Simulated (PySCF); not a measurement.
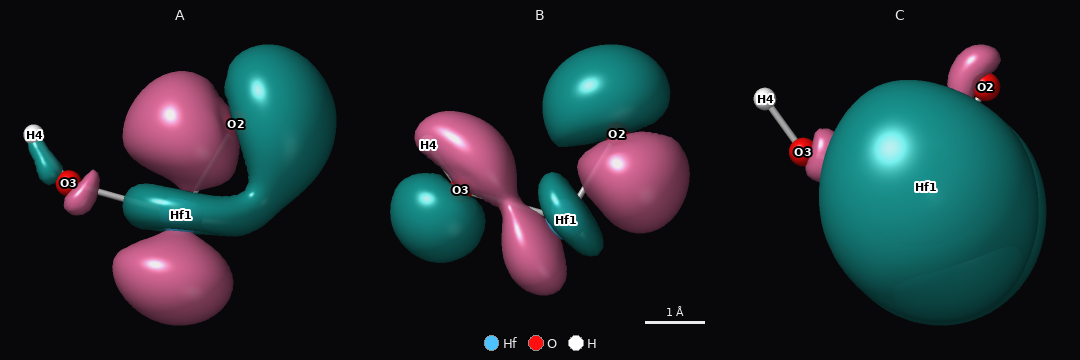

Figure. HHfO2 (charge +1). Three frontier orbitals at ±0.08 Å⁻³ᐟ² (teal and pink are the two phases), in no order.

Core potentials replace the inner electrons of Hf.

Theory: RKS PBE0, Hf def2-SVP with ECP60, O def2-SVP, H def2-SVP; non-relativistic Hamiltonian with scalar-relativistic core potentials where named; density fitting in PySCF.

**Which picture is the HOMO−1, the HOMO and the LUMO?**

A is the HOMO−1 (−14.66 eV). By Hirshfeld shares it lies mainly on O2 (about 70 %) and Hf1 (about 25 %); it is symmetric in the molecular plane (an in-plane orbital: σ, lone-pair or in-plane π type). B is the HOMO (−14.22 eV). It lies mainly on O2 (about 60 %), O3 (about 20 %) and Hf1 (about 15 %); it is symmetric in the molecular plane (an in-plane orbital: σ, lone-pair or in-plane π type). C is the LUMO (−8.85 eV). It lies mainly on Hf1 (about 95 %).

**What is the HOMO–LUMO gap?**

5.37 eV between the orbital energies.
